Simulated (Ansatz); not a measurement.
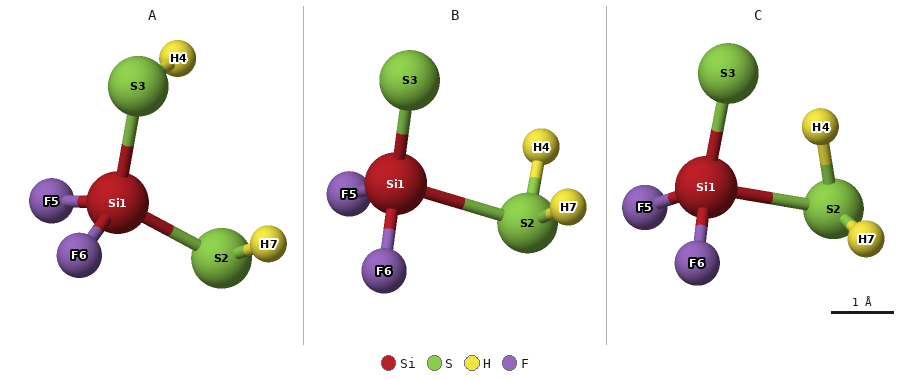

Three geometries of SiH₂S₂F₂: a saddle point and the two minima that it joins, in shuffled order. The picture is a ball-and-stick view, seen face on. Sticks join atoms that are closer than about 1.2 times the sum of their covalent radii (a little more with hydrogen).

Stationary points at PBE0-D4/def2-TZVP, single-point energies with wB97X-V, B97M-V, B3LYP-D4, SPW92 (LDA) (def2-TZVPP where no basis is named; Ansatz 0.2.0). The energies are electronic, without zero-point or thermal terms, and both ends are the minima reached downhill from the saddle, with any fragments still in contact.

> Which frame is the transition state, what reaction does it lead through, and what barrier is to be expected?

Frame C is the saddle point. From A over the saddle to B, a bond forms: S2–H4 (3.38 → 1.48 → 1.35 Å). A bond breaks: S3–H4 (1.34 → 1.99 → 3.38 Å). Bonds that stay but change much: Si1–S2 (2.10 → 2.32 → 2.44 Å). The saddle has one imaginary mode, 640i cm⁻¹. With wB97X-V the barrier is 39.4 kcal/mol from A and 8.2 kcal/mol from B, and B lies 31.1 kcal/mol above A.

```csv
level,barrier from A (kcal/mol),barrier from B (kcal/mol),B less A (kcal/mol)
wB97X-V,39.4,8.2,31.1
B97M-V,35.8,6.2,29.6
B3LYP-D4,36.1,7.1,29.0
SPW92 (LDA),27.7,−0.4,28.1
```
